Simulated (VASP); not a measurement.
# AlN with PBE: from relaxation to properties, part 4 of 4

Aim: relax AlN with PBE, compute its properties on that cell and hold them against experiment. The start is a cell from a database of measured crystal structures.

VASP 6.6.1; PBE; plane waves and PAW (Al, N).

So far, gap on the k-mesh (eV): step 2 (full relaxation (PBE)) 4.06; step 6 (total and projected DOS (PBE)) 4.06. The relaxed cell has a = 3.128, c = 5.018 Å (conventional setting).

The database entry behind the starting cell differs from later determinations by our own check (inner coordinate u about 0.002 short), so it need not match the best structure at ambient conditions.

## (8) Optical spectrum (PBE)

LOPTICS sums transitions from filled to empty bands. NBANDS is raised for it.

Contents of INCAR:

```
SYSTEM = AlN
PREC = Accurate
ENCUT = 520
EDIFF = 1E-06
NELM = 100
ISMEAR = 0
SIGMA = 0.05
LREAL = .FALSE.
ALGO = Normal
GGA = PE
NBANDS = 40
LORBIT = 11
LWAVE = .FALSE.
LCHARG = .FALSE.
KPAR = 4
LOPTICS = .TRUE.
NEDOS = 1500
CSHIFT = 0.1
```

Contents of POSCAR:

```
AlN
1.0
    3.1279388183      0.0000000000      0.0000000000
   -1.5639694091      2.7088744781      0.0000000000
    0.0000000000      0.0000000000      5.0184391277
Al N
2 2
Direct
    0.3333333333      0.6666666667      0.9993397674
    0.6666666667      0.3333333333      0.4993397674
    0.3333333333      0.6666666667      0.3806602326
    0.6666666667      0.3333333333      0.8806602326
```

Contents of KPOINTS:

```
Automatic mesh
0
Gamma
12 12 7
0 0 0
```

PAW data sets: Al and N (PBE family, release 64).

Command:

```console
mpirun -np 4 vasp_std
```

Log:

```text
[... set-up lines as in an earlier step ...]
 entering main loop
       N       E                     dE             d eps       ncg     rms          rms(c)
DAV:   1     0.421034251340E+02    0.42103E+02   -0.58576E+03  6080   0.358E+02
DAV:   2    -0.320459183407E+02   -0.74149E+02   -0.69986E+02  7728   0.113E+02
DAV:   3    -0.344457485766E+02   -0.23998E+01   -0.23771E+01  7528   0.175E+01
DAV:   4    -0.344618687116E+02   -0.16120E-01   -0.16117E-01  7240   0.149E+00
DAV:   5    -0.344620829234E+02   -0.21421E-03   -0.21421E-03  7648   0.175E-01    0.121E+01
DAV:   6    -0.297688250353E+02    0.46933E+01   -0.12441E+00  7608   0.943E+00    0.373E+00
DAV:   7    -0.297937973365E+02   -0.24972E-01   -0.57186E-01  7408   0.290E+00    0.302E+00
DAV:   8    -0.297864042250E+02    0.73931E-02   -0.45705E-02  6936   0.976E-01    0.102E+00
DAV:   9    -0.297803677888E+02    0.60364E-02   -0.15814E-03  7280   0.329E-01    0.387E-01
DAV:  10    -0.297804705657E+02   -0.10278E-03   -0.12500E-03  7152   0.129E-01    0.337E-02
DAV:  11    -0.297805153720E+02   -0.44806E-04   -0.25921E-05  7544   0.210E-02    0.273E-02
DAV:  12    -0.297805189120E+02   -0.35400E-05   -0.25965E-06  7168   0.581E-03    0.148E-02
DAV:  13    -0.297805181014E+02    0.81055E-06   -0.36848E-07  6088   0.360E-03
   1 F= -.29780518E+02 E0= -.29780518E+02  d E =-.100602E-10
 optical routines
 imaginary and real dielectric function
 recalculating local potential from charge density
 direction            1
 direction            2
 direction            3
```

It took 52 s on 4 MPI ranks of AMD EPYC 7571, shared host; peak memory 0.97 GiB; 3 min of CPU time.

From OUTCAR (step 8):

```text
   k-points           NKPTS =     76   k-points in BZ     NKDIM =     76   number of bands    NBANDS=     40

   NELECT =      16.0000    total number of electrons

 E-fermi :   6.1640

 k-point     1 :       0.0000    0.0000    0.0000
  band No.  band energies     occupation
    ...
      4       5.1361      2.00000
      5       5.1361      2.00000
      6       5.7768      2.00000
      7       5.7768      2.00000
      8       5.9713      2.00000
      9      10.0315      0.00000
     10      12.5046      0.00000
     11      16.4380      0.00000
     12      17.0217      0.00000
     13      17.0217      0.00000
    ...

  Total        0.0134612      0.0134612     -0.0226691      0.0000000     -0.0000000      0.0000000
  in kB        0.5072001      0.5072001     -0.8541399      0.0000000     -0.0000000      0.0000000
  external PRESSURE =       0.0534201 kB  Pullay stress =       0.0000000 kB

 POSITION                                       TOTAL-FORCE (eV/Angst)
 -----------------------------------------------------------------------------------
     -0.00000      1.80592      5.01513         0.000000     -0.000000     -0.004323
      1.56397      0.90296      2.50591        -0.000000      0.000000     -0.004323
     -0.00000      1.80592      1.91032         0.000000      0.000000      0.004323
      1.56397      0.90296      4.41954         0.000000     -0.000000      0.004323
 -----------------------------------------------------------------------------------
    total drift:                               -0.000000     -0.000000      0.000565

  FREE ENERGIE OF THE ION-ELECTRON SYSTEM (eV)
  ---------------------------------------------------
  free  energy   TOTEN  =       -29.7805181014 eV

  energy  without entropy=      -29.7805181014  energy(sigma->0) =      -29.78051810

 plasma frequency squared (from intraband transitions) (eV^2)
  --------------------------------------------------------------------------------------
       0.000       0.000       0.000
       0.000       0.000       0.000
       0.000       0.000       0.000

[... 9 parts as in an earlier step ...]

[... 7 further parts left out ...]
```

These are independent-particle spectra without excitons or local fields, and fine structure depends on the mesh and on CSHIFT.

This step gave:

```yaml
bands: 40
fermi_energy: 6.164 eV
pressure: 0.005342 GPa
```

The imaginary dielectric function has structure finer than the step of the table below, so its rows give means over 2 eV, whole bins alone (the curve runs from 0 to 25.0 eV). Peaks (eV: height): xx 7.9: 9.68, 8.5: 7.32, 10.7: 6.38, 11.7: 5.75; zz 6.7: 9.62, 8.7: 5.33, 9.6: 6.88, 10.6: 6.14, 11.7: 6.94.

Table of imaginary dielectric function by photon energy; means over each step:

| photon energy (eV) | xx | zz |
| --- | --- | --- |
| 2 | 0.0254 | 0.0303 |
| 4 | 0.315 | 0.411 |
| 6 | 3.07 | 4.88 |
| 8 | 7.33 | 5.81 |
| 10 | 4.95 | 5.46 |
| 12 | 5.09 | 5.02 |
| 14 | 2.75 | 2.48 |
| 16 | 1.18 | 1.19 |
| 18 | 0.528 | 0.523 |
| 20 | 0.346 | 0.395 |
| 22 | 0.260 | 0.315 |

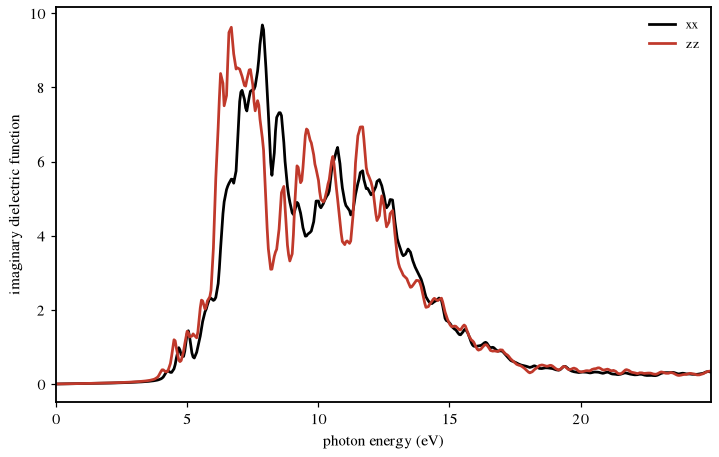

Imaginary dielectric function, plotted against photon energy.

The real dielectric function by photon energy:

| photon energy (eV) | xx | zz |
| --- | --- | --- |
| 0 | 4.59 | 4.79 |
| 1 | 4.64 | 4.85 |
| 2 | 4.81 | 5.05 |
| 3 | 5.15 | 5.46 |
| 4 | 5.89 | 6.39 |
| 5 | 6.85 | 7.47 |
| 6 | 8.02 | 11.3 |
| 7 | 7.97 | 4.24 |
| 8 | 1.26 | -0.644 |
| 9 | 0.806 | 3.54 |
| 10 | 1.88 | 0.503 |
| 11 | 0.136 | 0.531 |
| 12 | -0.237 | -1.29 |
| 13 | -2.21 | -2.53 |
| 14 | -2.20 | -1.91 |
| 15 | -1.77 | -1.67 |
| 16 | -1.22 | -1.35 |
| 17 | -1.01 | -0.945 |
| 18 | -0.618 | -0.599 |
| 19 | -0.335 | -0.326 |
| 20 | -0.132 | -0.112 |
| 21 | 0.0240 | 0.0129 |
| 22 | 0.149 | 0.0969 |
| 23 | 0.341 | 0.263 |
| 24 | 0.341 | 0.331 |

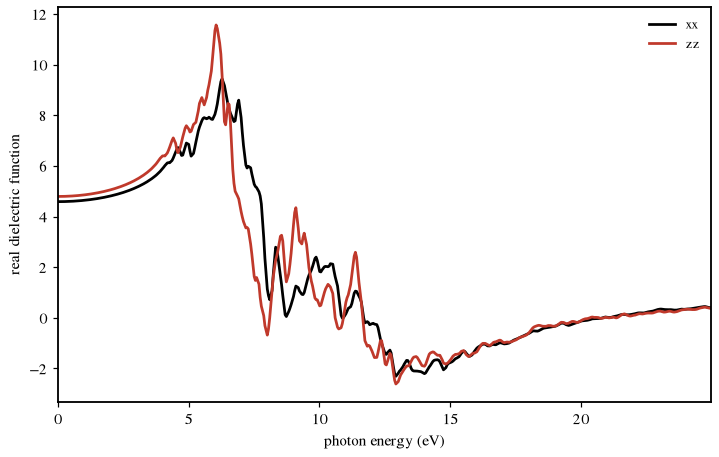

Real dielectric function against photon energy.

Its static limit, 4.66, stands beside 4.54 from the response with local fields; local fields, the finite band count and the meshes make the difference. The mean of ε2 over directions passes 5 % of its top at 4.41 eV, against a least direct gap of 4.06 eV on this mesh, so the first direct transitions are weak, forbidden or few.

## (9) What came out

```yaml
relaxed_volume: 10.63 Å³/atom
relaxed_conventional_cell_a_b_c: 3.128, 3.128, 5.018 Å; angles 90.0, 90.0, 120.0°
space_group_after_relaxing_within_0p02_a: P6_3mc (No. 186)
band_gap: 4.06 eV, direct
gap_on_the_dense_mesh: 4.06 eV
electronic_dielectric_constant_mean: 4.54
strongest_peak_of_eps_2_mean_over_directions: 7.87 eV
eps_1_at_zero_frequency_no_local_fields_mean: 4.66
```

With PBE, AlN relaxes to 10.63 Å³/atom in space group P6_3mc (held by the symmetry of the run) and has a direct gap of 4.06 eV. Against the listed cell the volume lies +1.7 % (a +0.5 %, c +0.8 %). Band structure (PBE): On this path the gap is direct, 4.06 eV, with the valence top at Γ and the conduction bottom at Γ. Response to an electric field (PBE): The principal values of the electronic dielectric tensor with local fields are 4.46, 4.46 and 4.69. Response to an electric field (PBE): Mean Born effective charge: Al1 2.57, N3 -2.57 e. Semilocal functionals usually underestimate gaps. No search among competing phases was made, and a listed structure need not be the one stable at ambient conditions. All values are for a static lattice at zero temperature.

Comparison with the measured values:

| quantity | measured | PBE |
| --- | --- | --- |
| lattice constant a (Å) | 3.111 | 3.128 (+0.5 %) |

Measured values from arxiv:1112.6088 (2011).

How well it matches: The lattice constant a is off by +0.5 %: good agreement. The grades are ours: good and fair within 0.7 and 1.5 % for the lattice constant a. For lattice constants the calculation has a static lattice, without zero-point motion or thermal expansion. As a rule both would widen the computed cell, so the excess over experiment is if anything larger than shown.

[Lines on the potential files, build, host, timing and source positions are cut from VASP's logs without a mark.]

[Logs are printed without paths, hosts, clocks, repeated set-up lines and the standing remarks that a program may print on its own settings, such as how far it seeks lower states.]

[Hosts, paths, dates, database ids (printed as entryN), source tags and the programs' standing remarks are cut or masked in the printed files.]

[Measured values are set beside computed ones only where the two were judged alike; some that the calculation misses by far are left out.]
